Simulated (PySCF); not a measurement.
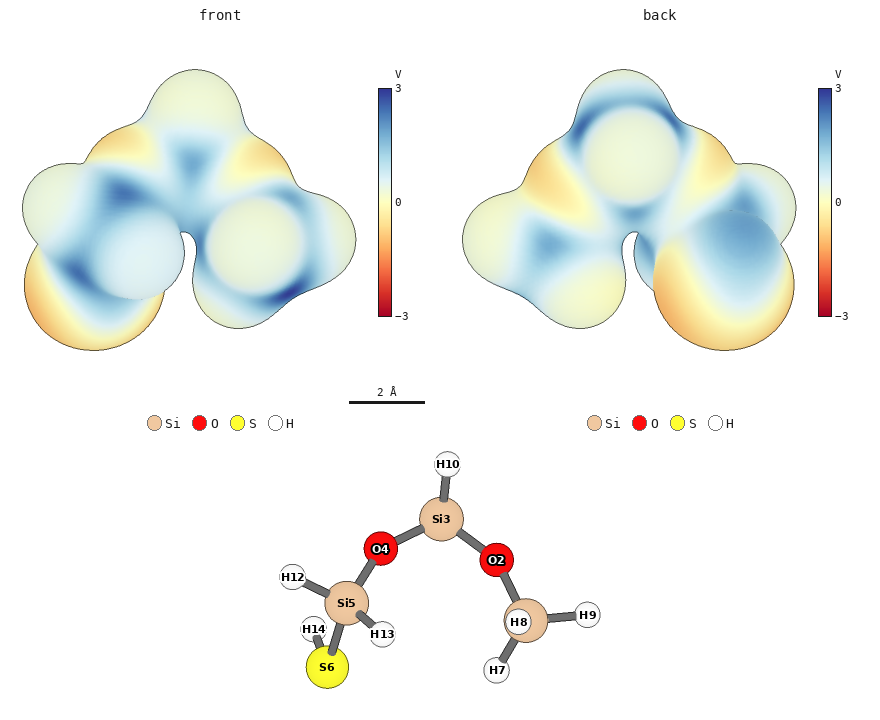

*H$_{8}$O$_{2}$SSi$_{3}$ (SMILES [SiH3]O[SiH2]O[SiH2]S). The electrostatic potential painted on the density surface at 0.004 e/bohr³, seen from the front and from behind; the colour scale runs from red (negative) to blue (positive). The bare structure is drawn below in the same view.*

Geometry: GFN2-xTB.

Theory: PySCF, PBE0/pcSseg-1, SCF density, gas phase, non-relativistic.

```xyz
14

Si   -2.1715    0.8753   -0.2898
O    -1.5275   -0.1424    0.8027
Si   -0.3001   -0.9578    1.4509
O     1.1098   -0.4502    0.8192
Si    1.9150    0.4399   -0.2569
S     2.0119   -0.6182   -2.1192
H    -1.6835    0.5168   -1.6200
H    -1.7597    2.2312    0.0782
H    -3.6064    0.6612   -0.1323
H    -0.2393   -0.6130    2.8602
H    -0.4402   -2.3557    1.0738
H     3.2445    0.5494    0.3227
H     1.2358    1.6832   -0.5735
H     2.2106   -1.8201   -1.5980
```

**Describe the electrostatic potential map.**

The most negative region (about −1.0 V, or −23 kcal/mol for a unit charge) lies over S6, the most positive (about +2.5 V, or +58 kcal/mol for a unit charge) over Si1, Si3 and Si5.

**How polar is the molecule by this calculation?**

Its dipole moment is 1.00 D.
